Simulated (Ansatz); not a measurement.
# One shape, several levels: singlet OF−

We compute a comparison of 5 runs (HF/3-21G, PBE0/aug-cc-pVTZ, r2SCAN/aug-cc-pVTZ, r2SCAN0/aug-cc-pVTZ, BCCD(T)/aug-cc-pVTZ) of singlet OF−. 

Program for the calculation: Ansatz 0.2.0.

38 further runs of the same task are left out: 38 set aside as unsound or not needed.

## 1. The molecule

OF− has 2 atoms, charge -1, and is taken as a singlet. As SMILES of the parent species, `[O]F`. The coordinates come from a PBE0-D4/def2-TZVP relaxation. That shape belongs to the parent species and isn't relaxed for this state.

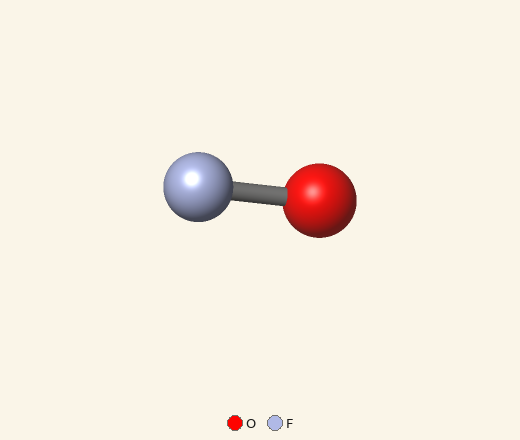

Viewed from a chosen angle; oxygen red, fluorine light blue.

## 2. The energy at HF/3-21G (run 1)

Contents of run.yaml:

```yaml
crystal:
  periodic: [false, false, false]
  atoms:
    - {symbol: O, position_ang: [0.000000, 0.000000, -0.015950]}
    - {symbol: F, position_ang: [-0.000000, -0.000000, 1.314400]}
basis:
  gaussian: {orbitals: 3-21G.json}
total_charge: -1
hamiltonian: {xc: hf}
accuracy: high
output: {orbitals: {seedname: orbitals}}
```

The basis set 3-21G is read from a file made from the Basis Set Exchange's data (not shown).

On the command line:

```sh
$ ansatz run run.yaml --threads 1 --pin off --max-ram 3480MiB --events-out events.jsonl --progress --plain --runs-dir runs
```

The program printed:

```text
Warning: RAYON_NUM_THREADS=1 ignored (pool sized by the plan → 1); use --threads N
Functional definition: HF
  name "HF"
  exchange = exact_x
  correlation = 0
275 factors; integrals over basis functions are off by at most 4.1e-9 eV
mean field evaluation 1: about -4710.1118 eV, gradient 3.3e1 eV
mean field evaluation 2: about -4710.1122 eV, gradient 3.3e1 eV
mean field evaluation 4: about -4711.8909 eV, gradient 2.0e0 eV
mean field evaluation 8: about -4711.9030 eV, gradient 1.8e-4 eV
mean field evaluation 16: about -4711.9030 eV, gradient 1.0e-8 eV
mean field -4711.90303550 eV, -173.1592427121 hartree, gradient 1.0e-8 eV, S^2 0.000000; 0 other end points of the search recorded, 0 dependent functions left out
reference -4711.90303550 eV, -173.1592427121 hartree; 9, 9 occupied and 9, 9 virtual orbitals, 275 factors
Total energy: -4711.90303550 eV, -173.1592427121 hartree
```

Run time: 0.08 s. Hardware: 1 thread of Arm Neoverse V1, shared host.

## 3. The energy at PBE0/aug-cc-pVTZ (run 2)

Contents of job.yaml:

```yaml
crystal:
  periodic: [false, false, false]
  atoms:
    - {symbol: O, position_ang: [0.000000, 0.000000, -0.015950]}
    - {symbol: F, position_ang: [-0.000000, -0.000000, 1.314400]}
basis:
  gaussian: {orbitals: aug-cc-pVTZ}
total_charge: -1
hamiltonian: {xc: {name: PBE0}}
accuracy: high
output: {orbitals: {seedname: orbitals}}
```

On the command line:

```sh
$ ansatz run job.yaml --threads 1 --pin off --max-ram 3480MiB --events-out events.jsonl --progress --plain --runs-dir runs
```

The program printed:

```text
Warning: RAYON_NUM_THREADS=1 ignored (pool sized by the plan → 1); use --threads N
Functional definition: PBE0
  name "PBE0"
  parameter a = 0.25
  parameter kappa = 0.804
  parameter beta = 0.06672455060314922
  exchange = (1 - a)*pbe_x(kappa = kappa, mu = beta*pi^2/3) + a*exact_x
  correlation = pbe_c(beta = beta)
1299 factors; integrals over basis functions are off by at most 3.4e-9 eV
mean field evaluation 1: about -4749.9460 eV, gradient 6.9e1 eV
mean field evaluation 2: about -4743.7612 eV, gradient 1.0e2 eV
mean field evaluation 4: about -4757.2570 eV, gradient 1.2e1 eV
mean field evaluation 8: about -4757.4730 eV, gradient 6.4e-2 eV
mean field evaluation 16: about -4757.4730 eV, gradient 4.5e-7 eV
mean field -4757.47299593 eV, -174.8339078694 hartree, gradient 3.6e-8 eV, S^2 0.000000; 0 other end points of the search recorded, 0 dependent functions left out
reference -4757.47299770 eV, -174.8339079344 hartree; 9, 9 occupied and 83, 83 virtual orbitals, 1299 factors
Total energy: -4757.47299770 eV, -174.8339079344 hartree
```

Wall time 2.1 s (1 thread of Arm Neoverse V1, shared host); peak memory 0.17 GiB.

## 4. A single-point energy at r2SCAN/aug-cc-pVTZ (run 3)

Contents of input.yaml:

```yaml
basis:
  gaussian: {orbitals: aug-cc-pVTZ}
crystal:
  periodic: [false, false, false]
  atoms:
    - {symbol: O, position_ang: [0.000000, 0.000000, -0.015950]}
    - {symbol: F, position_ang: [-0.000000, -0.000000, 1.314400]}
total_charge: -1
hamiltonian: {xc: r2scan}
accuracy: high
output: {orbitals: {seedname: orbitals}}
```

On the command line:

```sh
$ ansatz run input.yaml --threads 1 --pin off --max-ram 3480MiB --events-out events.jsonl --progress --plain --runs-dir runs
```

The program printed:

```text
Warning: RAYON_NUM_THREADS=1 ignored (pool sized by the plan → 1); use --threads N
Functional definition: r2SCAN
  name "r2SCAN"
  parameter k0 = 0.174
  parameter k1 = 0.065
  parameter a1 = 4.9479
  exchange = r2scan_x(k0 = k0, k1 = k1, a1 = a1)
  correlation = r2scan_c
1299 factors; integrals over basis functions are off by at most 3.4e-9 eV
mean field evaluation 1: about -4751.6881 eV, gradient 7.3e1 eV
mean field evaluation 2: about -4738.0324 eV, gradient 1.3e2 eV
mean field evaluation 4: about -4759.4564 eV, gradient 1.9e1 eV
mean field evaluation 8: about -4760.0794 eV, gradient 2.3e-1 eV
mean field evaluation 16: about -4760.0795 eV, gradient 2.0e-6 eV
mean field -4760.07945928 eV, -174.9296936310 hartree, gradient 8.6e-8 eV, S^2 0.000000; 0 other end points of the search recorded, 0 dependent functions left out
reference -4760.07945983 eV, -174.9296936511 hartree; 9, 9 occupied and 83, 83 virtual orbitals, 1299 factors
Total energy: -4760.07945983 eV, -174.9296936511 hartree
```

It took 3.6 s on 1 thread of Arm Neoverse V1, shared host; peak memory 0.17 GiB.

Run 4 isn't shown in full; the table further down has it.

## 5. A single-point energy at BCCD(T)/aug-cc-pVTZ (run 5)

Contents of molecule.yaml:

```yaml
crystal:
  periodic: [false, false, false]
  atoms:
    - {symbol: O, position_ang: [0.000000, 0.000000, -0.015950]}
    - {symbol: F, position_ang: [-0.000000, -0.000000, 1.314400]}
basis:
  gaussian:
    orbitals: aug-cc-pVTZ
total_charge: -1
correlation:
  method: bccd_t
  frozen_orbitals: {F: 1, O: 1}
accuracy: high
scf:
  omitted_lower_state_checks: [cluster_reference, increment]
```

On the command line:

```sh
$ ansatz run molecule.yaml --threads 1 --pin off --max-ram 3480MiB --events-out events.jsonl --progress --plain --runs-dir runs
```

The program printed:

```text
Warning: RAYON_NUM_THREADS=1 ignored (pool sized by the plan → 1); use --threads N
[... 12 lines left out ...]
2 core orbitals not correlated: weight in the atoms' cores, before any rotation towards them, 1.000 or more for the frozen orbitals, at most 0.000 for the correlated occupied ones
[... 25 lines left out ...]
Total energy: -4755.10554821 eV, -174.7469057704 hartree
Checks for a lower state left out: cluster_reference, increment
```

It took 8.4 s on 1 thread of Arm Neoverse V1, shared host; peak memory 0.56 GiB.

## 6. All runs side by side

```tsv
run	level	frozen core orbitals	energy (Eh)	HOMO energy (eV)	LUMO energy (eV)	HOMO–LUMO gap (eV)	wall time
1	HF/3-21G	–	-173.159243	-0.77	21.08	21.85	0.08 s
2	PBE0/aug-cc-pVTZ	–	-174.833908	1.19	6.21	5.01	2.1 s
3	r2SCAN/aug-cc-pVTZ	–	-174.929694	2.58	6.26	3.68	3.6 s
4	r2SCAN0/aug-cc-pVTZ	–	-174.898502	1.00	6.65	5.64	3.9 s
5	BCCD(T)/aug-cc-pVTZ	2	-174.746906	–	–	–	8.4 s
```

## 7. What came out

| quantity | value |
| --- | --- |
| run 5: total energy | -174.74691 Eh |
| run 5: correlation energy (2 core orbitals frozen) | -536.7 mEh |
| run 5: (T) correction | -21.27 mEh |

In words: Over runs 1, 2, 3, 4 the HOMO–LUMO gap runs from 3.68 eV (r2SCAN/aug-cc-pVTZ) to 21.85 eV (HF/3-21G). The two ends differ in method and basis. The empty levels of an anion lie above zero and hang on the basis. Totals of different functionals can't be ranked against each other. In runs 2, 3, 4 the HOMO lies above zero, so the outermost electron may be held by the basis alone. All runs together took 18 s, the longest 8.4 s.
